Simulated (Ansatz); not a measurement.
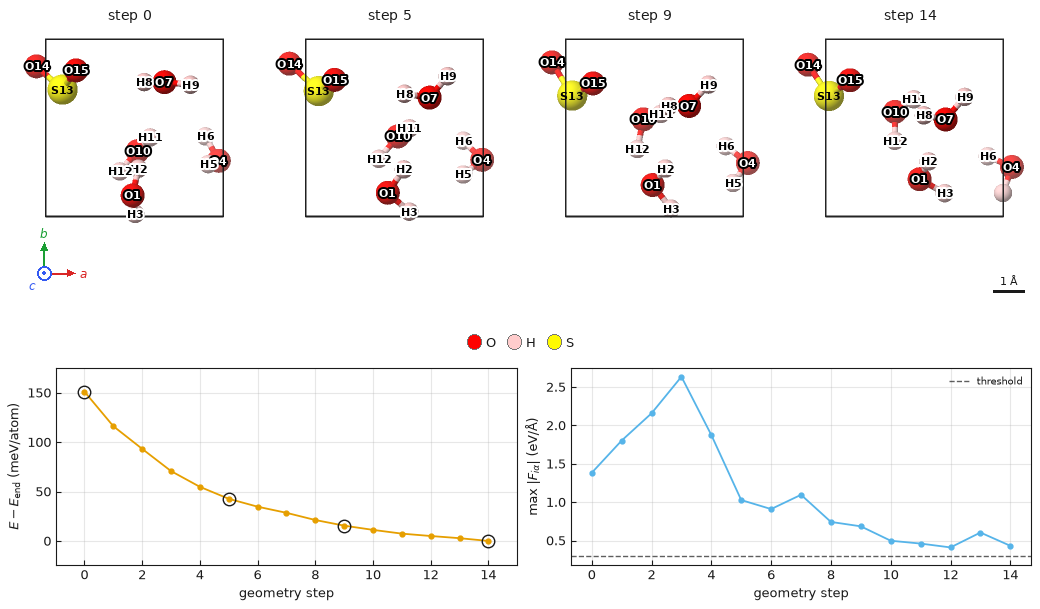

Frames of a relaxation of an amorphous cell of composition H₈SO₆, marked on the history of the run. A ball-and-stick model of the cell of the calculation, seen along the c axis.

The cell holds 4 H2O + 1 SO2. The run prepares the start of a later molecular dynamics calculation, from a guessed geometry.

These are results of DFT PBE-D3(BJ), scalar-relativistic, plane waves, PAW in Ansatz 0.2.0, not measurements. Set-up: plane-wave cutoff 420 eV; k-point mesh 1 × 1 × 1; occupations fermi dirac; smearing width 0.02 eV; no spin polarisation; atoms relaxed in a fixed cell; force threshold 0.3 eV/Å; at most 15 steps.

Question: What happens along the run?

Answer: The relaxation stopped without meeting its thresholds, so the last structure isn't shown to be converged. It used up its limit of 15 steps. The atom that moves furthest is O10 (1.49 Å roughly along [−1 2 0]). Largest moves by element: O 1.49 Å, H 1.36 Å, S 0.61 Å. The cell stays as it was. Some distances before and after: O10–H12 0.969 → 0.993 Å, S13–O15 1.477 → 1.462 Å, O10–H11 0.969 → 0.982 Å, O7–H9 0.969 → 0.975 Å. Bond angles that change, for instance: O14–S13–O15 119.8° → 115.2°, H11–O10–H12 104.0° → 101.7°. After 14 geometry steps the energy has fallen by 151 meV per atom. Largest force component: 1.4 eV/Å at the start, 0.43 eV/Å at the end. From step 0 to 5: H2 moves most (0.60 Å), energy −108 meV per atom. From step 5 to 9: O10 moves most (0.74 Å), energy −27.2 meV per atom. From step 9 to 14: H3 moves most (0.90 Å), energy −15.5 meV per atom.

| step | E − E(0), meV/atom | largest force component, eV/Å |
| --- | --- | --- |
| 0 | 0.00 | 1.3818 |
| 1 | -34.94 | 1.8014 |
| 2 | -57.88 | 2.1567 |
| 3 | -80.36 | 2.6336 |
| 4 | -96.31 | 1.8744 |
| 5 | -108.42 | 1.0271 |
| 6 | -116.40 | 0.9096 |
| 7 | -122.61 | 1.0956 |
| 8 | -129.88 | 0.7422 |
| 9 | -135.59 | 0.6848 |
| 10 | -139.88 | 0.4972 |
| 11 | -143.67 | 0.4602 |
| 12 | -146.08 | 0.4100 |
| 13 | -148.28 | 0.6041 |
| 14 | -151.08 | 0.4313 |

Limits of the set-up: the program's low-accuracy preset was used; the periodic images lie only 5.8 Å apart, so the values are limited by the cell's size.
